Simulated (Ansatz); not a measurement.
# Sn2Ir (Fm-3m): from the cell to its phonons

How does Sn2Ir (Fm-3m) vibrate, and is this structure a minimum?

Method: DFT PBEsol, scalar-relativistic, plane waves, PAW; PAW set soft_1, in Ansatz 0.2.0.

## (1) Set-up

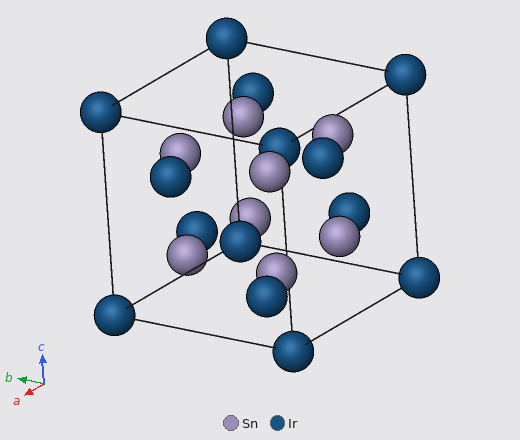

Start, viewed from a free direction; tin purple, iridium blue. This picture shows the conventional cell, with its axes. Some periodic images of atoms are drawn too.

## (2) Relaxation

Harmonic phonons are second derivatives at a point where the forces vanish, and they are wanted at zero stress, so atoms and cell are relaxed first.

input.yaml reads:

```yaml
crystal:
  lattice:
    - [0.0, 3.169, 3.169]
    - [3.169, 0.0, 3.169]
    - [3.169, 3.169, 0.0]
  atoms:
    - { symbol: Sn, position: [0.25, 0.25, 0.25] }
    - { symbol: Sn, position: [0.75, 0.75, 0.75] }
    - { symbol: Ir, position: [0.0, 0.0, 0.0] }
kpoints:
  mp_grid: { grid: [12, 12, 12] }
hamiltonian:
  xc: pbesol
  pseudopotentials: { kind: paw, azcp: { folder: soft_1 }, xc_functional: pbe }
scf:
  occupations: { method: gaussian, width: 0.1 }
output:
  forces: true
  stress: true
  eigenvalues: true
relax:
  adjacent_minimum: "off"
  f_tol: 0.005
  max_steps: 80
  cell: { stress_tol: 0.05 }
```

Started as:

```bash
> ansatz run input.yaml --threads 4 --pin off --max-ram 10240MiB --backend cpu --events-out ev --progress --plain --runs-dir out
```

Numbers of over 12 decimals in the logs are rounded to 6 here.

The log of the run:

```text
Engine: ansatz 0.2.0, x86_64-unknown-linux-gnu
Pseudopotentials: kind: paw
Pseudopotential: Sn, paw, valence charge 14, recommended cutoff 420 eV (normal), soft_1/Sn.paw.azcp
Pseudopotential: Ir, paw, valence charge 17, recommended cutoff 420 eV (normal), soft_1/Ir.paw.azcp
Functional definition: PBEsol
  exchange = pbesol_x
  correlation = pbesol_c
Crystal: 3 atoms, lattice volume = 63.650 Å³
Basis set: ecut = 420 eV, 1243 PW (Γ), exchange–correlation on 60×60×60 points (8 copies of the dense FFT grid, shifted against one another)
Bands: 27, of which v1, the nominal top of the filled ones, is band 23 counted from 1 (22 counted from 0)
Symmetry: 48 space group operations
Space group: Fm-3m (ITA 225), of the structure as read, at distance tolerance 4.0e-5 Å
k-points: 72 of 1728
Non-local potential: Sn, projectors of the file, l = 0: 2, l = 1: 2, l = 2: 2, l = 3: 1
Non-local potential: Ir, projectors of the file, l = 0: 3, l = 1: 2, l = 2: 2, l = 3: 1
PAW form: soft (Blöchl's): semilocal exchange-correlation on the pseudo side does not see the compensation charge
PAW frozen core: Sn, regenerated for the run's functional, and the local potential with it (the file was generated under x = pbe(κ = 0.804, μ = 0.219515), c = pbe(β = 0.066725))
PAW frozen core: Ir, regenerated for the run's functional, and the local potential with it (the file was generated under x = pbe(κ = 0.804, μ = 0.219515), c = pbe(β = 0.066725))
PAW one-centre angular grid: Sn, 590 points (default); XC on 64 Gauss nodes
PAW one-centre angular grid: Ir, 590 points (default); XC on 64 Gauss nodes
Initial density: superposition of atomic densities (chi_scale 0.1, normalization cell, long waves kept (reshape's long-wave potential 0.00 eV rms))
Initial wavefunctions: pseudopotential atomic-orbital guess
Functional: x = pbesol(κ = 0.804, μ = 0.123457), c = pbesol(β = 0.046)
SCF iter   1: F=—  HF=-23701.430988 eV  |F-HF|=—  |Δ(HF+E_count)|=         —  Δρ=3.40e-2  dr2=1.42e0  ethr=3.10e-3  ⟨swp⟩=5.8  Hψ=8213  notcnv=0
preconditioner: auto → Kerker (q_TF=auto, 2.575 Å⁻¹)  [metal: Δε(μ)=0.017 eV  Ē_g=16.747 eV  σ=0.100 eV  W_gap=0.10  n_scr=14 (ndim 8)  ℏωp=28.3 eV  f_vac=0.002  D(μ)=1.68/eV (n_scr^D=14)]
SCF iter   2: F=—  HF=-23701.160690 eV  |F-HF|=—  |Δ(HF+E_count)|=   2.70e-1  Δρ=2.22e-2  dr2=4.34e-1  ethr=3.10e-3  ⟨swp⟩=2.0  Hψ=2808  notcnv=0  defer=27
SCF iter   3: F=—  HF=-23701.039704 eV  |F-HF|=—  |Δ(HF+E_count)|=   1.21e-1  Δρ=7.50e-3  dr2=8.99e-2  ethr=9.64e-4  ⟨swp⟩=3.0  Hψ=3744  notcnv=0  defer=27
SCF iter   4: F=—  HF=-23701.022120 eV  |F-HF|=—  |Δ(HF+E_count)|=   1.76e-2  Δρ=2.70e-3  dr2=8.13e-3  ethr=2.00e-4  ⟨swp⟩=2.0  Hψ=2468  notcnv=0  defer=27
SCF iter   5: F=—  HF=-23701.022899 eV  |F-HF|=—  |Δ(HF+E_count)|=   7.79e-4  Δρ=9.89e-4  dr2=1.25e-3  ethr=1.81e-5  ⟨swp⟩=1.5  Hψ=2401  notcnv=0  defer=25
SCF iter   6: F=—  HF=-23701.023196 eV  |F-HF|=—  |Δ(HF+E_count)|=   2.96e-4  Δρ=2.82e-4  dr2=6.71e-5  ethr=2.77e-6  ⟨swp⟩=2.0  Hψ=2980  notcnv=0  defer=25
SCF iter   7: F=—  HF=-23701.023257 eV  |F-HF|=—  |Δ(HF+E_count)|=   6.15e-5  Δρ=5.66e-5  dr2=2.00e-6  ethr=1.49e-7  ⟨swp⟩=2.9  Hψ=3271  notcnv=0  defer=25
SCF iter   8: F=—  HF=-23701.023259 eV  |F-HF|=—  |Δ(HF+E_count)|=   1.94e-6  Δρ=1.28e-5  dr2=1.35e-7  ethr=4.44e-9  ⟨swp⟩=2.0  Hψ=2540  notcnv=0  defer=25
SCF iter   9: F=-23701.023259 eV  HF=-23701.023259 eV  |F-HF|=8.55e-10  |Δ(HF+E_count)|=   5.77e-8  Δρ=1.86e-6  dr2=2.17e-9  ethr=2.22e-10  ⟨swp⟩=7.3  Hψ=7786  notcnv=0
SCF 1 converged in 9 iterations: F = -23701.023259 eV  dr2 = 2.17e-9
  greatest PAW one-centre occupation: 1.000 electrons in one spin orbital (limit 2), on the Ir atom at site 2 (counted from 0), in its partial waves of l = 0
relax step   1: F+E_penalty+E_count = -23701.02325922 eV  Δ(F+E_penalty+E_count) = +0.000e0 eV  max|allowed force component| = 2.159e-17 eV/Å  Δτ_max = 0.0000 Å  P = +0.511 GPa  Ω = 63.650 Å³  (9 SCF iters, dr2 threshold 1.00e-7 eV, accepted)
Crystal: 3 atoms, lattice volume = 64.384 Å³
Initial density: handed on by an earlier stage of this run
Initial wavefunctions: those handed on with the density
iter 1 solved again at ethr=7.29e-7 eV; its pass at ethr=3.10e-3 eV (dr2=3.28e-4 eV) is discarded
SCF iter   1: F=—  HF=-23701.022235 eV  |F-HF|=—  |Δ(HF+E_count)|=         —  Δρ=5.08e-4  dr2=3.28e-4  ethr=7.29e-7  ⟨swp⟩=2.4  Hψ=10505  notcnv=0
preconditioner: auto → LDOS  [metal: Δε(μ)=0.003 eV  Ē_g=16.898 eV  σ=0.100 eV  W_gap=0.02  n_scr=14 (ndim 8)  ℏωp=28.1 eV  f_vac=0.036  D(μ)=1.85/eV (n_scr^D=14)  β→1.0]
SCF iter   2: F=—  HF=-23701.022188 eV  |F-HF|=—  |Δ(HF+E_count)|=   4.75e-5  Δρ=1.13e-4  dr2=4.78e-6  ethr=7.29e-7  ⟨swp⟩=2.0  Hψ=2510  notcnv=0
SCF iter   3: F=—  HF=-23701.022191 eV  |F-HF|=—  |Δ(HF+E_count)|=   3.30e-6  Δρ=3.78e-5  dr2=9.15e-7  ethr=6.67e-10  ⟨swp⟩=7.7  Hψ=9481  notcnv=0
SCF iter   4: F=-23701.022191 eV  HF=-23701.022191 eV  |F-HF|=6.73e-8  |Δ(HF+E_count)|=   4.01e-7  Δρ=1.06e-5  dr2=6.55e-8  ethr=6.67e-10  ⟨swp⟩=6.0  Hψ=8520  notcnv=0
SCF 2 converged in 4 iterations: F = -23701.022191 eV  dr2 = 6.55e-8
relax step   2: F+E_penalty+E_count = -23701.02219069 eV  Δ(F+E_penalty+E_count) = +1.069e-3 eV  max|allowed force component| = 8.095e-17 eV/Å  Δτ_max = 0.0000 Å  P = -0.915 GPa  Ω = 64.384 Å³  energy of the carried Pulay correction = -1.059e-4 eV  (4 SCF iters, dr2 threshold 3.00e-7 eV, rejected (line search))
Crystal: 3 atoms, lattice volume = 63.911 Å³
iter 1 solved again at ethr=3.08e-7 eV; its pass at ethr=3.10e-3 eV (dr2=1.39e-4 eV) is discarded
SCF iter   1: F=—  HF=-23701.023651 eV  |F-HF|=—  |Δ(HF+E_count)|=         —  Δρ=3.25e-4  dr2=1.34e-4  ethr=3.08e-7  ⟨swp⟩=3.1  Hψ=10126  notcnv=0
preconditioner: auto → LDOS  [metal: Δε(μ)=0.013 eV  Ē_g=16.933 eV  σ=0.100 eV  W_gap=0.07  n_scr=14 (ndim 8)  ℏωp=28.3 eV  f_vac=0.036  D(μ)=1.85/eV (n_scr^D=14)  β→1.0]
SCF iter   2: F=—  HF=-23701.023630 eV  |F-HF|=—  |Δ(HF+E_count)|=   2.08e-5  Δρ=7.82e-5  dr2=2.22e-6  ethr=2.97e-7  ⟨swp⟩=2.0  Hψ=2565  notcnv=0
SCF iter   3: F=—  HF=-23701.023630 eV  |F-HF|=—  |Δ(HF+E_count)|=   5.00e-7  Δρ=3.33e-5  dr2=6.08e-7  ethr=4.93e-9  ⟨swp⟩=2.0  Hψ=3274  notcnv=0
SCF iter   4: F=—  HF=-23701.023630 eV  |F-HF|=—  |Δ(HF+E_count)|=   3.90e-7  Δρ=6.25e-6  dr2=1.73e-8  ethr=1.35e-9  ⟨swp⟩=2.0  Hψ=3254  notcnv=0
SCF iter   5: F=—  HF=-23701.023630 eV  |F-HF|=—  |Δ(HF+E_count)|=   1.51e-9  Δρ=7.06e-7  dr2=1.88e-10  ethr=3.84e-11  ⟨swp⟩=2.0  Hψ=3227  notcnv=0
SCF iter   6: F=-23701.023630 eV  HF=-23701.023630 eV  |F-HF|=1.09e-11  |Δ(HF+E_count)|=  5.09e-11  Δρ=1.62e-7  dr2=2.35e-11  ethr=1.00e-12  ⟨swp⟩=6.8  Hψ=9233  notcnv=0
SCF 3 converged in 6 iterations: F = -23701.023630 eV  dr2 = 2.35e-11
relax step   3: F+E_penalty+E_count = -23701.02363010 eV  Δ(F+E_penalty+E_count) = -3.709e-4 eV  max|allowed force component| = 2.344e-16 eV/Å  Δτ_max = 0.0000 Å  P = -0.007 GPa  Ω = 63.911 Å³  energy of the carried Pulay correction = -3.782e-5 eV  (6 SCF iters, accepted)
Initial wavefunctions: pseudopotential atomic-orbital guess (no wavefunctions were taken with the density)
iter 1 solved again at ethr=2.13e-8 eV; its pass at ethr=3.10e-3 eV (dr2=9.59e-6 eV) is discarded
SCF iter   1: F=—  HF=-23701.023665 eV  |F-HF|=—  |Δ(HF+E_count)|=         —  Δρ=5.20e-6  dr2=3.09e-9  ethr=2.13e-8  ⟨swp⟩=4.0  Hψ=14670  notcnv=0
preconditioner: auto → LDOS  [metal: Δε(μ)=0.012 eV  Ē_g=16.936 eV  σ=0.100 eV  W_gap=0.07  n_scr=14 (ndim 8)  ℏωp=28.3 eV  f_vac=0.036  D(μ)=1.85/eV (n_scr^D=14)  β→1.0]
SCF iter   2: F=—  HF=-23701.023668 eV  |F-HF|=—  |Δ(HF+E_count)|=   3.08e-6  Δρ=1.23e-6  dr2=6.74e-10  ethr=6.88e-12  ⟨swp⟩=3.2  Hψ=4002  notcnv=0
SCF iter   3: F=—  HF=-23701.023668 eV  |F-HF|=—  |Δ(HF+E_count)|=  3.86e-10  Δρ=3.21e-7  dr2=4.76e-11  ethr=1.50e-12  ⟨swp⟩=2.0  Hψ=3561  notcnv=0
SCF iter   4: F=-23701.023668 eV  HF=-23701.023668 eV  |F-HF|=7.28e-12  |Δ(HF+E_count)|=  2.18e-11  Δρ=4.63e-8  dr2=8.63e-13  ethr=1.00e-12  ⟨swp⟩=7.2  Hψ=9458  notcnv=0
SCF 4 converged in 4 iterations: F = -23701.023668 eV  dr2 = 8.63e-13
relax step   4: F+E_penalty+E_count = -23701.02366809 eV  Δ(F+E_penalty+E_count) = -3.799e-5 eV  max|allowed force component| = 1.796e-16 eV/Å  Δτ_max = 0.0000 Å  P = -0.008 GPa  Ω = 63.911 Å³  stress off target by 7.67e-3 GPa  SCF on the basis re-selected at this cell (its energy is not comparable with the rows above)  (4 SCF iters)
basis re-selected at this cell: Δ(F+E_penalty+E_count) = -3.799e-5 eV, ΔP = -0.000 GPa vs the last step (what re-selecting the basis moved, of the pressure what is left beyond the Pulay correction that the steps carried, after the strain that the cell walked since its last selection, with what the two solves' SCF thresholds leave and, on support functions, any second-order correction that the steps lacked; it is no m [...]
SCF converged after 4 iterations
Free energy (F): -23701.023668 eV
Harris-Foulkes:  -23701.023668 eV  (|F-HF|=7.28e-12)
Internal energy: -23701.014409 eV  (E = F + TS)
E sigma→0 (E₀):  -23701.019039 eV
Entropy (-TS):   -0.009259 eV (-3.086 meV/atom)
Fermi energy:    14.609099 eV
--- Per-component energies (eV) ---
  E_band       = -308.410577
  E_kinetic    = 882.952686
  E_local      = -3624.709988  (includes V_loc(G=0)·N_el)
  E_nonlocal   = 487.625943
  E_hartree    = 1649.898361
  E_xc         = -480.138212
  E_vxc        = -419.627931  (∫ρ·V_xc dr)
  E_paw        = -17724.798645  (= ΣΔE_a)
  E_vpaw       = -934.449017  (= ΣTr[D̂ρ^β])
  E_aug_tail   = 0.000950  (compensation charges beyond the density's cutoff)
  E_ewald      = -4892.680533
  E_core_change = 0.835027  (= ΣΔE_core)
  E_smearing   = -0.009259  (= −TS)
  E_closure    = 0.000000  (closes the sum)
  Σ components = -23701.023668   (vs F -23701.023668, Δ=0.00e0)
--- Forces (eV/Å), atoms counted from 1 ---
  atom   1  Sn     0.00000000     0.00000000     0.00000000
  atom   2  Sn    -0.00000000    -0.00000000    -0.00000000
  atom   3  Ir    -0.00000000    -0.00000000    -0.00000000
  max |Σ_I F_I| component: 9.25e-17 eV/Å
--- Stress (GPa, compression-positive) ---
       -0.007668       0.000000       0.000000
        0.000000      -0.007668       0.000000
        0.000000       0.000000      -0.007668
  P = ⅓ Tr σ = -0.0077 GPa (-0.077 kbar)
--- Band table (eV; the first three rows and the last of 72) ---
  k-point 0: bands = [... 19 lower, 12.4903, 12.4903, 18.2145, 18.2145, 18.2145, 18.5427, 18.5427, 18.5427]
  k-point 1: bands = [... 19 lower, 12.4563, 12.7893, 16.8428, 17.6601, 17.6601, 18.6158, 18.7228, 18.7228]
  k-point 2: bands = [... 19 lower, 12.3782, 13.5509, 15.3291, 16.8853, 16.8853, 18.1822, 18.7663, 18.7663]
  k-point 71: bands = [... 19 lower, 12.1244, 12.1595, 12.6127, 13.8135, 17.9942, 17.9942, 20.0725, 20.4651]
--- Relaxed structure (3 steps of the walk, 2 accepted, 1 SCFs on fresh bases) ---
  F+E_penalty+E_count = -23701.02366809 eV   max|allowed force component| = 1.796e-16 eV/Å   (the final SCF, on the basis selected at the relaxed cell)
  cell:  # Å, volume = 63.9110 Å³
    - [0, 3.173330, 3.173330]
    - [3.173330, 0, 3.173330]
    - [3.173330, 3.173330, 0]
  atoms:
    - { symbol: Sn, position: [0.250000, 0.250000, 0.250000] }
    - { symbol: Sn, position: [0.750000, 0.750000, 0.750000] }
    - { symbol: Ir, position: [0, 0, 0] }
```

Elapsed: 4.7 s, on 4 threads of INTEL XEON PLATINUM 8581C at 2.10GHz (Emerald Rapids), shared host; peak memory 0.51 GiB; 17 s of CPU time.

Step by step:

```csv
step,energy less that of the first step (eV),largest force component (eV/Å),pressure (GPa),volume (Å³)
1,0.0000,0.0000,0.51,63.65
2,0.0011,0.0000,-0.91,64.38
3,-0.0004,0.0000,-0.01,63.91
4*,-0.0004,0.0000,-0.01,63.91
```

Relaxation steps marked * repeat the geometry before them on a plane-wave basis chosen anew for their cell, so energy and pressure can jump there. Relaxation step 2 was tried and not accepted.

The run keeps the 48 symmetry operations that it works with, so distortions that break them were not tested.

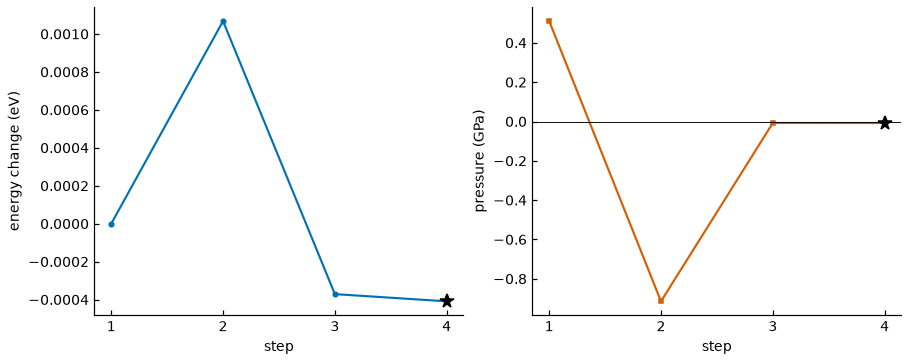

Energy and pressure along the relaxation. Stars mark steps on a basis chosen anew.

```csv
"conventional cell, symmetrised",before,after,change
a (Å),6.338,6.347,+0.1 %
b (Å),6.338,6.347,+0.1 %
c (Å),6.338,6.347,+0.1 %
volume (Å³/atom),21.22,21.30,+0.4 %
```

The relaxed structure:

```xyz
3
Lattice="0.0000 3.1733 3.1733 3.1733 0.0000 3.1733 3.1733 3.1733 0.0000" Properties=species:S:1:pos:R:3 pbc="T T T"
Sn    1.5867    1.5867    1.5867
Sn    4.7600    4.7600    4.7600
Ir    0.0000    0.0000    0.0000
```

Numbers from this step:

```
pressure          : -0.007668 GPa
volume per atom   : 21.30 Å³
gap on the k-mesh : 0 eV
```

In this step the volume went from 21.22 to 21.30 Å³/atom.

## (3) Relaxing to small forces for the phonons

Phonons need a cell at rest on their own settings, so the relaxation is repeated with tight tolerances on forces and stress on the k mesh and occupations of the first response run.

input.yaml, the sections that differ from step 2:

```yaml
crystal:
  lattice:
    - [0.0, 3.1733303462, 3.1733303462]
    - [3.1733303462, 0.0, 3.1733303462]
    - [3.1733303462, 3.1733303462, 0.0]
  atoms:
    - { symbol: Sn, position: [0.25, 0.25, 0.25] }
    - { symbol: Sn, position: [0.75, 0.75, 0.75] }
    - { symbol: Ir, position: [0.0, 0.0, 0.0] }
scf:
  occupations: { method: methfessel_paxton, width: 0.2 }
relax:
  adjacent_minimum: "off"
  f_tol: 0.001
  max_steps: 60
  cell: { stress_tol: 0.01 }
# kpoints, hamiltonian, output: as in step 2
```

The log of the run:

```text
[...]
Crystal: 3 atoms, lattice volume = 63.911 Å³
Basis set: ecut = 420 eV, 1243 PW (Γ), exchange–correlation on 60×60×60 points (8 copies of the dense FFT grid, shifted against one another)
Bands: 27, of which v1, the nominal top of the filled ones, is band 23 counted from 1 (22 counted from 0)
Symmetry: 48 space group operations
[...]
k-points: 72 of 1728
[...]
k-point 71: bands = [... 19 lower, 12.1291, 12.1646, 12.6180, 13.8189, 18.0001, 18.0001, 20.0783, 20.4699]
--- Relaxed structure (3 steps of the walk, 2 accepted, 1 SCFs on fresh bases) ---
[...]
cell:  # Å, volume = 63.8962 Å³
    - [0, 3.173085, 3.173085]
    - [3.173085, 0, 3.173085]
    - [3.173085, 3.173085, 0]
  atoms:
    - { symbol: Sn, position: [0.25, 0.25, 0.25] }
    - { symbol: Sn, position: [0.75, 0.75, 0.75] }
    - { symbol: Ir, position: [0, 0, 0] }
[key lines of the parts left out:]
SCF converged after 4 iterations
Free energy (F): -23701.020875 eV
Fermi energy:    14.603689 eV
P = ⅓ Tr σ = -0.0000 GPa (-0.000 kbar)
```

Wall time 4.6 s (4 threads); peak memory 0.49 GiB; 16 s of CPU time.

Little changed from the start: no atom moved by 0.005 Å and no cell edge by 0.1 %.

Numbers from this step:

| Quantity | Value |
| --- | --- |
| pressure | -1.02e-5 GPa |

The forces vanish by symmetry and the pressure is 0.000 GPa, within the tolerances set. The cell now holds 21.30 Å³/atom.

## (4) Linear response at the zone centre

The zone centre comes first: it holds the modes that light can see, as far as symmetry allows. No field response is asked, since the mesh shows no gap.

input.yaml, the sections that differ from step 3:

```yaml
crystal:
  lattice:
    - [0.0, 3.1730845962, 3.1730845962]
    - [3.1730845962, 0.0, 3.1730845962]
    - [3.1730845962, 3.1730845962, 0.0]
  atoms:
    - { symbol: Sn, position: [0.25, 0.25, 0.25] }
    - { symbol: Sn, position: [0.75, 0.75, 0.75] }
    - { symbol: Ir, position: [0.0, 0.0, 0.0] }
output:
  eigenvalues: true
phonons:
  method: dfpt
# kpoints, hamiltonian, scf: as in step 3
# relax: removed
```

The log of the run:

```text
zone centre: on kpoints.mp_grid the ground state, and the responses unless they are solved on pairs of k-points, stand on 163 of the mesh's 1728 k-points, reduced under 8 symmetry operations, with k and −k counted as one. Each operation leaves every solved displacement unchanged or reverses it
[...]
Crystal: 3 atoms, lattice volume = 63.896 Å³
Basis set: ecut = 420 eV, 1243 PW (Γ), exchange–correlation on 60×60×60 points (8 copies of the dense FFT grid, shifted against one another)
Bands: 27, of which v1, the nominal top of the filled ones, is band 23 counted from 1 (22 counted from 0)
Symmetry: 48 space group operations
k-points: 163 of 1728 (irreducible under 8 space group operations, time reversal used)
[...]
SCF iter   1: F=—  HF=-23701.427776 eV  |F-HF|=—  |Δ(HF+E_count)|=         —  Δρ=3.38e-2  dr2=1.42e0  ethr=3.10e-3  ⟨swp⟩=5.4  Hψ=18186  notcnv=0
[...]
SCF iter  11: F=-23701.020875 eV  HF=-23701.020875 eV  |F-HF|=3.64e-12  |Δ(HF+E_count)|=  4.37e-11  S|Δr|=    0.00e0  Δρ=3.14e-8  dr2=4.85e-13  ethr=1.00e-12  ⟨swp⟩=7.6  Hψ=20874  notcnv=0
the search or the solves at the SCF's close seem to have found levels that the self-consistency loop had missed (the run counts 2). By its estimate they hold under 1e-12 electrons; where the run keeps them, the occupations were computed again with them
SCF 1 converged in 11 iterations: F = -23701.020875 eV  dr2 = 4.85e-13
[...]
DFPT response loops at Γ: preconditioner auto → Kerker (q_TF=auto, 2.573 Å⁻¹) (partly filled bands, converged f_vac=0.036); β = 1.00, the filter's whole step (`scf.mixing.beta` (0.50) is not read by the response loops under this deck's `scf.mixing.preconditioner`; to damp them name `kerker` or `kerker_dos`, under which they read `scf.mixing.beta`, and type it under 1.00, their step now; both keys bind the ground state too); Broyden in place of MSR1
SCF converged after 11 iterations
[...]
Free energy (F): -23701.020875 eV
[...]
Internal energy: -23701.018155 eV  (E = F + TS)
E sigma→0 (E₀):  -23701.020195 eV
Entropy (-TS):   -0.002720 eV (-0.907 meV/atom)
Fermi energy:    14.603689 eV
[...]
--- Band table (eV; the first three rows and the last of 163) ---
  k-point 0: bands = [... 19 lower, 12.4956, 12.4956, 18.2198, 18.2198, 18.2198, 18.5488, 18.5488, 18.5488]
  k-point 1: bands = [... 19 lower, 12.4615, 12.7945, 16.8482, 17.6655, 17.6655, 18.6207, 18.7282, 18.7282]
  k-point 2: bands = [... 19 lower, 12.3833, 13.5564, 15.3342, 16.8906, 16.8906, 18.1871, 18.7717, 18.7717]
  k-point 162: bands = [... 19 lower, 12.1291, 12.1646, 12.6180, 13.8189, 18.0001, 18.0001, 20.0783, 20.4699]
--- Phonons (Γ-DFPT): 2 representative perturbations + reference, on 163 of 1728 k-points (Σ response iterations 6) ---
  k mesh reduced under 8 symmetry operations, with k and −k counted as one. Each operation leaves every solved displacement unchanged or reverses it
  ASR residual: 9.268e-5 → 0.000e0 eV/Å²; symmetrization residual: 1.144e-5 eV/Å²
  ASR residual per site (eV/Å²): 5.99e-5 5.99e-5 9.27e-5
  Γ frequencies (cm⁻¹): 0.00 0.00 0.00 142.90 142.90 142.90 144.34 144.34 144.34
  non-analytic LO–TO correction: not included (Born effective charges unavailable; polar crystals: no LO–TO splitting at Γ)
```

Run time: 14 s. Hardware: 4 threads; peak memory 1.1 GiB; 51 s of CPU time.

Numbers from this step:

| Property | Result |
| --- | --- |
| sum-rule residual before enforcement | 9.27e-5 eV/Å² |
| point group | m-3m |
| highest optical mode at the zone centre (no LO-TO term) | 144.3 cm⁻¹ |
| lowest optical zone-centre mode | 142.9 cm⁻¹ |

Patterns of degenerate modes are one choice out of their space. The modes at Γ (shares of kinetic energy by element, %):

```csv
mode,frequency (cm⁻¹),symmetry,Sn %,Ir %
1,0.0,acoustic,55,45
2,0.0,acoustic,55,45
3,0.0,acoustic,55,45
4,142.9,T2g,100,0
5,142.9,T2g,100,0
6,142.9,T2g,100,0
7,144.3,T1u,45,55
8,144.3,T1u,45,55
9,144.3,T1u,45,55
```

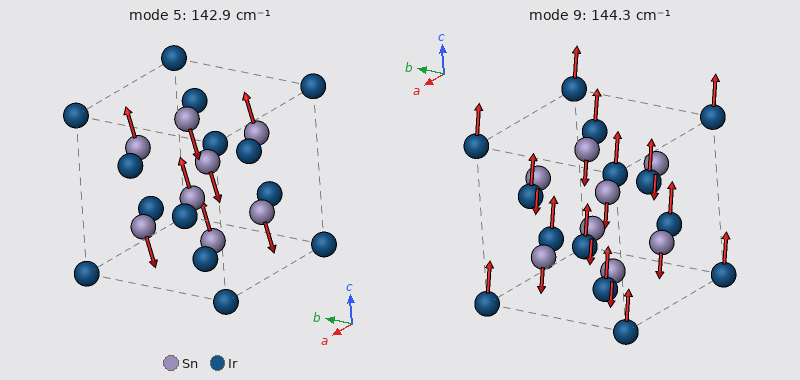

Displacement patterns of modes 5 and 9 at Γ; arrows are exaggerated. Some periodic images of atoms are drawn too.

Before it was imposed, the acoustic sum rule was missed by 9.3e-5 eV/Å². Small misses are needed for a sound result but don't prove that mesh and cutoff are converged. The lowest optical mode is real, 143 cm⁻¹.

(Continued in part 2 of 2.)

[Logs are printed without paths, hosts, clocks, repeated set-up lines and the standing remarks that a program may print on its own settings, such as how far it seeks lower states.]

[Hosts, paths, dates, database ids (printed as entryN), source tags and the programs' standing remarks are cut or masked in the printed files.]
